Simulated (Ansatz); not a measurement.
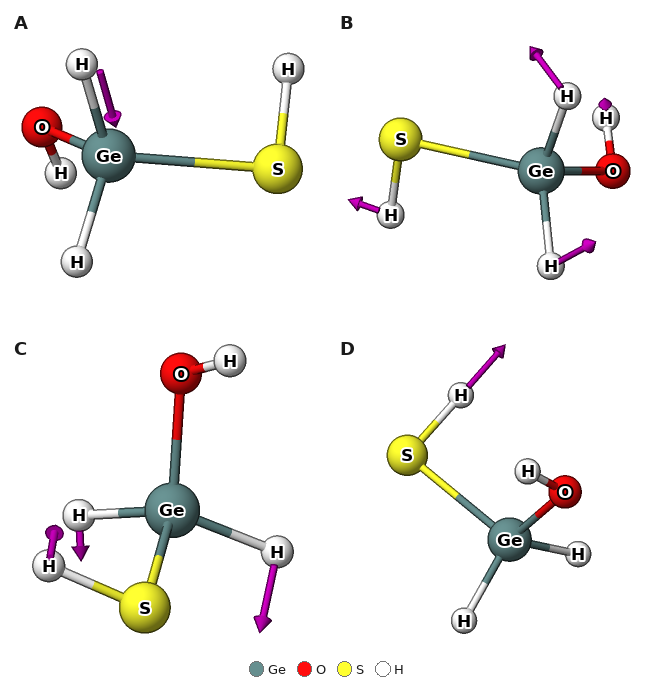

4 normal modes of one molecule or complex, as arrows. Harmonic vibrations computed with RKS PBE0-D4/def2-TZVP (Ansatz 0.2.0) at a stationary point of the same level.

> Match the panels to the wavenumbers 474 cm⁻¹, 807 cm⁻¹, 2193 cm⁻¹, 2713 cm⁻¹.

A: 2193 cm⁻¹, Ge–H stretching
B: 474 cm⁻¹, H–Ge–S bending
C: 807 cm⁻¹, angle bending
D: 2713 cm⁻¹, S–H stretching
